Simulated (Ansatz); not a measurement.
```xyz
10

C    -1.0879    0.9750   -0.5769
B     0.1120    0.0003   -0.6899
Si    1.0141   -0.8831    0.8848
H    -1.9584    0.3075   -0.7162
H    -1.1579    1.7122   -1.3800
H    -1.2286    1.4541    0.3934
H     0.5168   -0.2882   -1.7837
H     1.1542   -2.3541    0.6855
H     0.3249   -0.6542    2.1867
H     2.3937   -0.3208    0.9993
```

Geometry: PBE0-D4/def2-TZVP.

Level of theory: RKS PBE0-D4/def2-TZVPP in Ansatz.

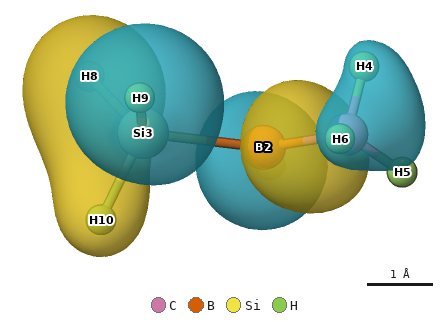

CH7BSi (SMILES CB[SiH3]). The HOMO−1 at ±0.08 Å⁻³ᐟ² (yellow and cyan are the two phases), seen from one side.

### Describe this orbital and give its energy.

It lies mainly on Si3 (about 25 %), H9 (about 20 %), B2 (about 15 %), C1 (about 15 %), H8 (about 10 %) and H7 (about 10 %). Its energy is −9.15 eV.
